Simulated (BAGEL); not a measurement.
# C2HBF (SMILES [C]#CBF) at UHF/3-21G (density fitting with qzvpp-jkfit)

Aim: the vertical doublet–quartet gap of C2HBF at UHF/3-21G (density fitting with qzvpp-jkfit), from 2 runs. 

Program for the calculation: BAGEL 1.2.2.

4 further runs of the same task are left out: 1 that didn't finish, 3 set aside as unsound or not needed.

## (1) The molecule

C2HBF: 5 atoms, total charge 0, spin state doublet. As SMILES, `[C]#CBF`. Geometry: relaxed at GFN2-xTB.

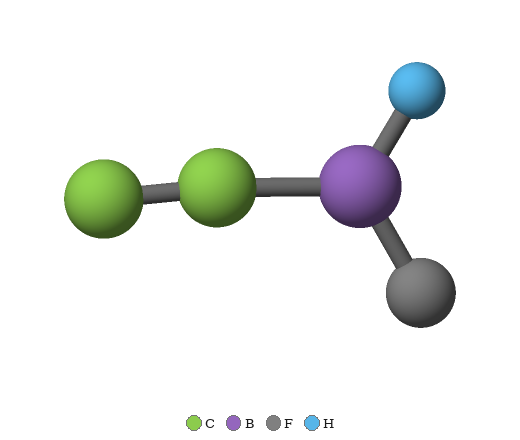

Viewed from a chosen angle; carbon green, boron purple, fluorine grey, hydrogen blue.

## (2) The energy at UHF/3-21G (density fitting with qzvpp-jkfit)

job.json reads:

```json
{ "bagel": [

{
  "title": "molecule",
  "basis": "3-21g",
  "df_basis": "qzvpp-jkfit",
  "angstrom": true,
  "geometry": [
    { "atom": "C", "xyz": [       1.058500,      -1.069460,       1.493050 ] },
    { "atom": "C", "xyz": [       0.496030,      -0.402700,       0.663670 ] },
    { "atom": "B", "xyz": [      -0.283370,       0.325850,      -0.413980 ] },
    { "atom": "F", "xyz": [      -1.174790,      -0.318040,      -1.118520 ] },
    { "atom": "H", "xyz": [      -0.096370,       1.464350,      -0.624220 ] }
  ]
},

{ "title": "uhf", "nopen": 1 },

{ "title": "print", "file": "orbitals.molden", "orbitals": true }

]}
```

Started as:

```console
$ BAGEL_NUM_THREADS=1 BAGEL job.json > job.out
```

What it wrote:

```text
* using 1 threads per process

  ===============================================================
  ===============================================================

  *** Geometry ***

  { "atom" : "C", "xyz" : [      2.000275,     -2.020987,      2.821456 ] },
  { "atom" : "C", "xyz" : [      0.937361,     -0.760993,      1.254155 ] },
  { "atom" : "B", "xyz" : [     -0.535492,      0.615767,     -0.782309 ] },
  { "atom" : "F", "xyz" : [     -2.220031,     -0.601008,     -2.113696 ] },
  { "atom" : "H", "xyz" : [     -0.182113,      2.767220,     -1.179605 ] },

  Number of auxiliary basis functions:      320

  Since a DF basis is specified, we compute 2- and 3-index integrals:
    o Being stored without compression. Storage requirement is 0.004 GB

  Number of basis functions:       38
  Number of electrons      :       27

    * METHOD: MOLECULE                             0.07

  *** Open-shell HF ***

  === Nuclear Repulsion ===
    76.9283975934

      * DIIS with orbital gradients will be used.

  === UHF iteration (3-21g) ===
      0       -199.10256225          0.05532693           0.02
      1       -199.20694996          0.03194143           0.02
      2       -199.23583481          0.01864608           0.02
      3       -199.24658425          0.00492308           0.02
      4       -199.25199240          0.00281806           0.02
      5       -199.25383264          0.00174111           0.02
      6       -199.25639608          0.00142253           0.02
      7       -199.26037592          0.00122300           0.02
      8       -199.26631167          0.00090702           0.02
      9       -199.26682068          0.00039320           0.02
     10       -199.26713351          0.00022496           0.02
     11       -199.26736765          0.00011543           0.02
     12       -199.26736898          0.00010239           0.02
     13       -199.26740813          0.00003706           0.02
     14       -199.26741608          0.00002139           0.02
     15       -199.26741725          0.00000878           0.02
     16       -199.26741723          0.00000278           0.02
     17       -199.26741728          0.00000092           0.02
     18       -199.26741728          0.00000052           0.02
     19       -199.26741728          0.00000035           0.02
     20       -199.26741728          0.00000021           0.02
     21       -199.26741728          0.00000012           0.02
     22       -199.26741728          0.00000008           0.02
     23       -199.26741728          0.00000004           0.02
     24       -199.26741728          0.00000001           0.02
     25       -199.26741728          0.00000001           0.02
    * SCF iteration converged.

    * S^2 (UHF) is 1.2004

    * Permanent dipole moment:
           (   -0.299230,    -0.122779,    -0.269983) a.u.

    * METHOD: UHF                                  0.52

    * METHOD: PRINT                                0.00

  ===============================================================
```

Run time: 0.7 s. Hardware: 1 thread of Arm Neoverse V1, shared host; peak memory 0.084 GiB.

## (3) The quartet, same level

Changes to job.json since step 2:

```diff
@@ -6,3 +6,3 @@
   "df_basis": "qzvpp-jkfit",
-  "angstrom": true,
+  "angstrom": "true",
   "geometry": [
@@ -16,5 +16,12 @@
 
-{ "title": "uhf", "nopen": 1 },
+{
+  "title": "uhf",
+  "nopen": 3
+},
 
-{ "title": "print", "file": "orbitals.molden", "orbitals": true }
+{
+  "title": "print",
+  "file": "orbitals.molden",
+  "orbitals": "true"
+}
```

Started as:

```console
$ BAGEL_NUM_THREADS=1 BAGEL job.json > job.out
```

What it wrote:

```text
* using 1 threads per process

  ===============================================================
  ===============================================================

  *** Geometry ***

  { "atom" : "C", "xyz" : [      2.000275,     -2.020987,      2.821456 ] },
  { "atom" : "C", "xyz" : [      0.937361,     -0.760993,      1.254155 ] },
  { "atom" : "B", "xyz" : [     -0.535492,      0.615767,     -0.782309 ] },
  { "atom" : "F", "xyz" : [     -2.220031,     -0.601008,     -2.113696 ] },
  { "atom" : "H", "xyz" : [     -0.182113,      2.767220,     -1.179605 ] },

  Number of auxiliary basis functions:      320

  Since a DF basis is specified, we compute 2- and 3-index integrals:
    o Being stored without compression. Storage requirement is 0.004 GB

  Number of basis functions:       38
  Number of electrons      :       27

    * METHOD: MOLECULE                             0.07

  *** Open-shell HF ***

  === Nuclear Repulsion ===
    76.9283975934

      * DIIS with orbital gradients will be used.

  === UHF iteration (3-21g) ===
      0       -198.95334082          0.05195485           0.02
      1       -199.05428548          0.03088743           0.02
      2       -199.09010233          0.01850520           0.02
      3       -199.10361221          0.00606485           0.02
      4       -199.11272391          0.00280450           0.02
      5       -199.11369451          0.00165925           0.02
      6       -199.11445870          0.00090449           0.02
      7       -199.11477466          0.00037375           0.02
      8       -199.11482763          0.00014924           0.02
      9       -199.11483396          0.00005924           0.02
     10       -199.11483605          0.00003603           0.02
     11       -199.11483702          0.00001504           0.02
     12       -199.11483715          0.00000868           0.02
     13       -199.11483717          0.00000776           0.02
     14       -199.11483719          0.00000792           0.02
     15       -199.11483716          0.00000732           0.02
     16       -199.11483710          0.00000544           0.02
     17       -199.11483707          0.00000383           0.02
     18       -199.11483707          0.00000207           0.02
     19       -199.11483707          0.00000102           0.02
     20       -199.11483707          0.00000041           0.02
     21       -199.11483707          0.00000021           0.02
     22       -199.11483707          0.00000016           0.02
     23       -199.11483707          0.00000015           0.02
     24       -199.11483707          0.00000015           0.02
     25       -199.11483707          0.00000015           0.02
     26       -199.11483707          0.00000015           0.02
     27       -199.11483707          0.00000015           0.02
     28       -199.11483707          0.00000014           0.02
     29       -199.11483707          0.00000012           0.02
     30       -199.11483707          0.00000011           0.02
     31       -199.11483707          0.00000009           0.02
     32       -199.11483707          0.00000006           0.02
     33       -199.11483707          0.00000003           0.02
     34       -199.11483707          0.00000001           0.02
     35       -199.11483707          0.00000001           0.02
    * SCF iteration converged.

    * S^2 (UHF) is 3.7813

    * Permanent dipole moment:
           (   -0.740666,     0.248203,    -0.865980) a.u.

    * METHOD: UHF                                  0.65

    * METHOD: PRINT                                0.00

  ===============================================================
```

It took 0.85 s on 1 thread of Arm Neoverse V1, shared host; peak memory 0.084 GiB.

## (4) Results

Level: UHF/3-21G (density fitting with qzvpp-jkfit).

```
                                        quantity          value
                           doublet: total energy  -199.26742 Eh
                          doublet: dipole moment         1.07 D
                                   doublet: ⟨S²⟩          1.200
                           quartet: total energy  -199.11484 Eh
                          quartet: dipole moment         2.96 D
                                   quartet: ⟨S²⟩          3.781
vertical energy of the quartet above the doublet       4.152 eV
```

What this shows: At this shape the quartet lies 4.15 eV (96 kcal/mol) above the doublet. ⟨S²⟩ (doublet) is 1.20 where a pure doublet has 0.75: the reference is spin-contaminated.
